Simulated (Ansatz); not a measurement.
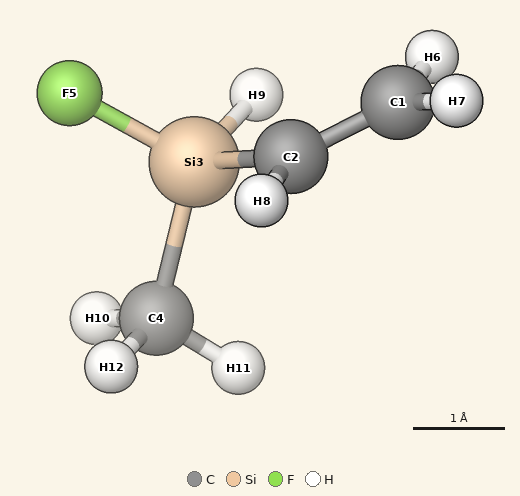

Figure 1. The structure as given in the input (ball-and-stick view, seen at a tilt; atoms are numbered from 1 in the order of the input). Bond lengths as drawn: C–C 1.33 Å, C–H 1.09 Å, C–Si 1.85 to 1.86 Å, F–Si 1.61 Å and H–Si 1.49 Å.

## C3H7FSi: a changed input and its effect

System: C3H7FSi.
Method of the first run: RKS B2PLYP (frozen core)/def2-TZVPP (Ansatz 0.2.0).

The geometry comes from this level: PBE0-D4/def2-TZVP. Text and figures count atoms from 1; the logs count them from 0 in places.

**Input, the first run**
```yaml
crystal:
  periodic: [false, false, false]
  atoms:
    - {symbol: C, position_ang: [-2.217898, -0.209702, 0.002751]}
    - {symbol: C, position_ang: [-1.089485, 0.229702, -0.549483]}
    - {symbol: Si, position_ang: [0.439080, 0.520431, 0.453821]}
    - {symbol: C, position_ang: [1.889625, -0.466007, -0.150819]}
    - {symbol: F, position_ang: [0.841057, 2.074266, 0.365905]}
    - {symbol: H, position_ang: [-2.295020, -0.389272, 1.072059]}
    - {symbol: H, position_ang: [-3.113423, -0.409332, -0.579395]}
    - {symbol: H, position_ang: [-1.073672, 0.394783, -1.626254]}
    - {symbol: H, position_ang: [0.123779, 0.222672, 1.876020]}
    - {symbol: H, position_ang: [2.783667, -0.245419, 0.437203]}
    - {symbol: H, position_ang: [1.682451, -1.536286, -0.069634]}
    - {symbol: H, position_ang: [2.106940, -0.241034, -1.198073]}
basis:
  gaussian: {orbitals: def2-TZVPP}
hamiltonian: {xc: {name: B2PLYP}}
```

Launched with:
```bash
ansatz run in.yaml --threads 4 --pin off --events-out ev --progress --plain --max-ram 10444MiB
```

Hardware: 4 threads of Intel Xeon @ 2.50GHz, 15 GiB of memory available, shared host.

**Output (the first run)**
```
Functional definition: B2PLYP
  parameter a = 0.53
  parameter c = 0.27
  exchange = (1 - a)*b88_x + a*exact_x
  correlation = (1 - c)*lyp_c + c*(mp2_os + mp2_ss)
1547 factors; integrals over basis functions are off by at most 1.1e-3 eV
mean field evaluation 1: about -13801.8289 eV, gradient 5.7e1 eV
mean field evaluation 2: about -13801.9645 eV, gradient 5.7e1 eV
mean field evaluation 4: about -13808.6048 eV, gradient 4.7e0 eV
mean field evaluation 8: about -13808.6458 eV, gradient 3.2e-1 eV
mean field evaluation 16: about -13808.6460 eV, gradient 9.2e-5 eV
mean field -13808.64596541 eV, -507.4583793923 hartree, gradient 3.7e-6 eV, S^2 0.000000; 0 other end points of the search recorded, 0 dependent functions left out
9 core orbitals not correlated: weight in the atoms' cores, before any rotation towards them, 1.000 or more for the frozen orbitals, at most 0.000 for the correlated occupied ones
reference -13808.64614352 eV, -507.4583859378 hartree; 15, 15 occupied and 240, 240 virtual orbitals, 1547 factors
second order -28.58240798 eV of doubles, -0.00000000 eV of singles
Total energy: -13816.36339367 eV, -507.7419896500 hartree
```

For the second run the input was changed thus:
```diff
-  gaussian: {orbitals: def2-TZVPP}
-hamiltonian: {xc: {name: B2PLYP}}
+  gaussian: {orbitals: STO-3G}
+hamiltonian: {xc: {name: B2GP-PLYP}}
```

How does the second run compare with the first run?

The total energies belong to different models, so their difference says nothing on which is more stable or more accurate. The functional changes from B2PLYP to B2GP-PLYP. The basis functions go from 264 to 36.

**Output (the second run)**
```
Functional definition: B2GP-PLYP
  parameter a = 0.65
  parameter c = 0.36
  exchange = (1 - a)*b88_x + a*exact_x
  correlation = (1 - c)*lyp_c + c*(mp2_os + mp2_ss)
470 factors; integrals over basis functions are off by at most 4.4e-5 eV
mean field evaluation 1: about -13630.3982 eV, gradient 1.9e1 eV
mean field evaluation 2: about -13630.4394 eV, gradient 1.9e1 eV
mean field evaluation 4: about -13631.9691 eV, gradient 1.1e0 eV
mean field evaluation 8: about -13631.9738 eV, gradient 2.6e-2 eV
mean field evaluation 16: about -13631.9738 eV, gradient 1.5e-6 eV
mean field -13631.97383189 eV, -500.9657982383 hartree, gradient 1.5e-6 eV, S^2 0.000000; 0 other end points of the search recorded, 0 dependent functions left out
9 core orbitals not correlated: weight in the atoms' cores, before any rotation towards them, 0.999 or more for the frozen orbitals, at most 0.000 for the correlated occupied ones
reference -13631.97392703 eV, -500.9658017344 hartree; 15, 15 occupied and 12, 12 virtual orbitals, 470 factors
second order -7.30008165 eV of doubles, -0.00000000 eV of singles
Total energy: -13634.60195642 eV, -501.0623800333 hartree
```

**The two runs side by side**

| quantity | the first run | the second run |
| --- | --- | --- |
| outcome | converged | converged |
| total energy (hartree) | −507.741990 | −501.062380 |
| basis functions | 264 | 36 |
| wall time (shared host) | 7 s | 0.8 s |
